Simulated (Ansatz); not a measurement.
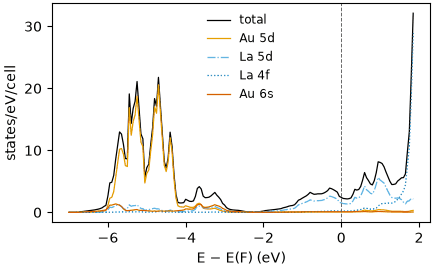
Total and projected density of states of LaAu in space group Cmcm (No. 63; La on 4c, Au on 4c), DFT-r²SCAN in the program Ansatz with PAW potentials

Which orbitals carry the states next to the Fermi level?

Within 0.5 eV of the Fermi level: La 5d 64 %, La 6s 9 %, La 4f 8 %, outside the projected shells 11 %. Projections are on Löwdin-orthogonalised atomic valence shells; empty p or d shells of many metals are not among them.

Where is the tallest occupied peak in this window, and what makes it?

Near -4.7 eV, about 22 states/eV per cell; the largest projected share is Au 5d.

The first step of the workflow began from a Materials Project structure, measured or hypothetical; the Crystallography Open Database copy checked does not list it. Whether it is the stable phase at ambient conditions was not checked. Symmetry was held in the r²SCAN relaxation; its stability against distortions is not shown here. Scalar-relativistic: spin–orbit coupling is off unless named, which matters more the heavier the elements.

Potentials: the later of the program's two PAW sets.
